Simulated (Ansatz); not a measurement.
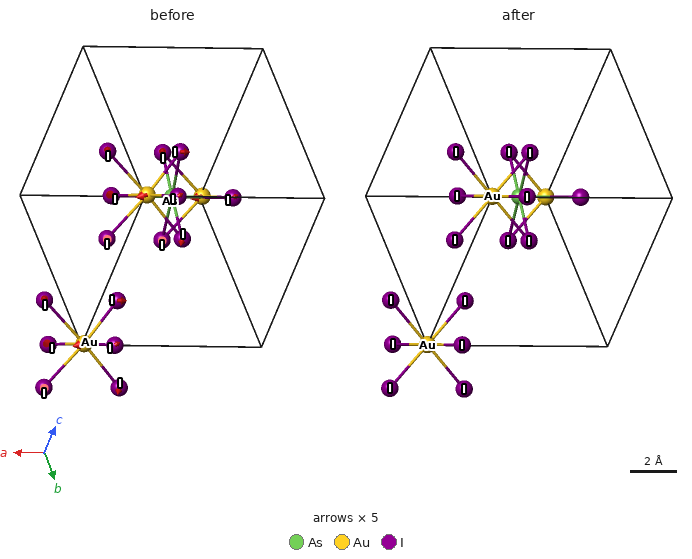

The structure of solid AsAuI₆ (built on the LaAlH6-166 type type) before (left) and after (right) a relaxation, at one scale. The red arrows give the displacements (the part carried along by the change of the cell is left out), magnified 5 times.

A ball-and-stick model of the cell of the calculation, seen from a free direction.

Case: shaken.

Theory: DFT, PBEsol, plane waves, PAW in Ansatz 0.2.0.

Input file:
```yaml
crystal:
  lattice:
    - [6.5216264651, 3.7291774774, 2.4334435663]
    - [-6.5015616327, 3.8033680362, 2.2587673715]
    - [0.0742833249, -7.5365830135, 2.3525790438]
  atoms:
    - { symbol: As, position: [0.4952630489, 0.4916223606, 0.4927300181] }
    - { symbol: Au, position: [-0.0190349904, -0.0122846552, -0.0038347274] }
    - { symbol: I, position: [1.0530439639, 0.3428353272, 0.3421787415] }
    - { symbol: I, position: [0.346893594, 1.0522892323, 0.348502517] }
    - { symbol: I, position: [0.3540384171, 0.3539734778, 1.0648275412] }
    - { symbol: I, position: [-0.0640393842, 0.6390938931, 0.6407975894] }
    - { symbol: I, position: [0.6495876412, -0.0607382008, 0.6566911173] }
    - { symbol: I, position: [0.66492841, 0.6511738311, -0.0479912967] }
kpoints:
  mp_grid: { grid: [4, 4, 4] }
hamiltonian:
  xc: pbesol
scf:
  occupations: { method: fermi_dirac, width: 0.05 }
relax:
  f_tol: 0.01
  cell: {}
  max_steps: 120
```

Launched with:
```bash
ansatz run input.yaml --threads 4 --pin off --max-ram 4608MiB --backend cpu --events-out ev --progress --plain --runs-dir out
```

Q: What changed between the two?

A: Au2 moves most relative to the cell: 0.11 Å roughly along [3 1 0]. Largest moves by element: Au 0.11 Å, I 0.10 Å, As 0.04 Å. The volume changes by +0.6 %, with a 7.897 → 7.913 Å (+0.2 %), b 7.864 → 7.877 Å (+0.2 %), c 7.896 → 7.919 Å (+0.3 %), α 112.6° → 111.5°, β 110.6° → 111.7°. Among the contacts that change: Au2–I8 2.684 → 2.831 Å, As1–I5 2.737 → 2.865 Å, Au2–I5 2.956 → 2.830 Å, Au2–I3 2.734 → 2.829 Å. Bond angles that change, for instance: I4–Au2–I5 81.5° → 86.3°, I3–Au2–I8 98.2° → 93.7°, I3–Au2–I6 175.7° → 180.0°. Within 0.06 Å the space group is P1 at the start and R-3m at the end; at a tighter tolerance small leftover displacements or strains of the cell lower it. After 4 accepted moves (5 points after the start) the energy has fallen by 0.163 eV per cell of the calculation. Largest force component: 0.65 eV/Å at the start, 0.0063 eV/Å at the end. Pressure: 1.11 GPa at the start and 0.00 GPa at the end. The SCF was repeated once at an unchanged geometry on a basis and grid sized afresh for the cell, which shifted the energy by 0.2 meV per cell of the calculation at most. The run took 3.7 min on 4 threads of Intel(R) Xeon(R) Processor @ 2.50GHz (Skylake/Cascade Lake) (shared host), peak memory 1.4 GiB.
